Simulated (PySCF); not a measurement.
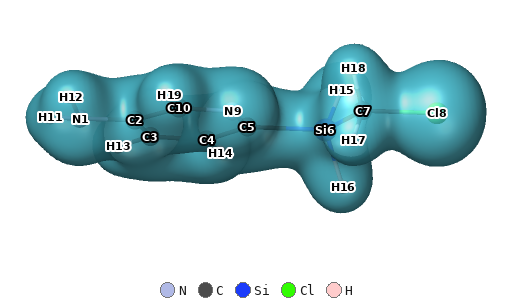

C₆H₉ClN₂Si (SMILES Nc1ccc([SiH2]CCl)nc1). Isosurface of the electron density at 0.2 e/Å³ (cyan), seen from one side.

Geometry: GFN2-xTB.

These are results of PBE0/pcSseg-1, SCF density, gas phase, non-relativistic in PySCF 2.14.0, not measurements.

```csv
atom,x (Å),y (Å),z (Å)
N,3.4481,-0.7344,-0.7992
C,2.1980,-0.3096,-0.4298
C,2.0112,0.8295,0.3580
C,0.7339,1.1669,0.7544
C,-0.3460,0.3773,0.3651
Si,-2.1268,0.7613,0.8477
C,-3.2086,-0.6277,0.1187
Cl,-4.9143,-0.3402,0.5497
N,-0.1628,-0.7091,-0.3866
C,1.0497,-1.0396,-0.7660
H,4.1974,-0.0641,-0.7515
H,3.5058,-1.3996,-1.5518
H,2.8642,1.4291,0.6467
H,0.5604,2.0410,1.3633
H,-2.5572,2.0516,0.2958
H,-2.2821,0.7870,2.3066
H,-2.9491,-1.6090,0.5071
H,-3.1628,-0.6677,-0.9664
H,1.1312,-1.9334,-1.3742
```

### How is the density connected at this value?

At this value the surface is in one piece. It bridges the sampled C–N (1.31 Å), C–C (1.38 Å), C–Cl (1.78 Å) and C–Si (1.88 Å) contacts, where the density stays above the isovalue. On the grid the lowest density along these lines, outside the cores, is 2.4 e/Å³ (C–N, 1.31 Å), 2.1 e/Å³ (C–C, 1.38 Å), 1.2 e/Å³ (C–Cl, 1.78 Å) and 0.8 e/Å³ (C–Si, 1.88 Å).
